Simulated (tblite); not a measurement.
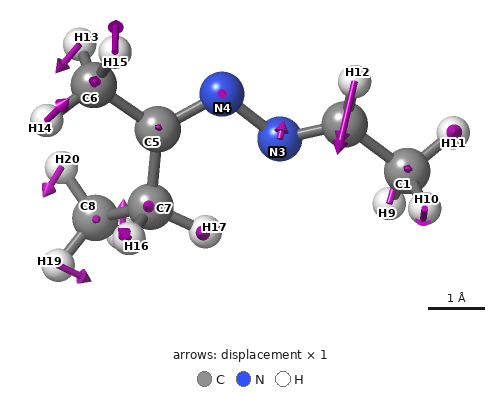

This is a relaxation of C6H12N2. The starting structure is drawn; purple arrows show the displacements, at their true length. The two geometries are superimposed by the best rigid fit.

The picture is a ball-and-stick view, seen from a free direction.

All numbers below come from tblite 0.8.0, GFN2-xTB geometry optimisation, gas phase. 

**Atoms of which element are displaced furthest, and by how much?**

Hydrogen: up to 1.42 Å, against 0.41 Å for carbon.

**Describe the change and its energy.**

An H atom moves most after the best rigid fit: 1.42 Å. Largest moves by element: H 1.42 Å, C 0.41 Å, N 0.35 Å. Near-neighbour distances that change, for instance: N–N 1.418 → 1.298 Å, C–N 1.317 → 1.265 Å, C–H 1.132 → 1.086 Å, C–C 1.469 → 1.509 Å. Among the angles between lasting bonds that change: N–N–C 113.1° → 129.7°, C–N–N 114.9° → 127.6°, C–C–C 122.9° → 117.9°. Groups turn about N–N by about 50°, C–C by about 50°, C–C by about 40°. The energy falls by 0.849 eV in 154 geometry steps. The run took 0.86 s on 1 thread of Arm Neoverse V2, on a shared host.
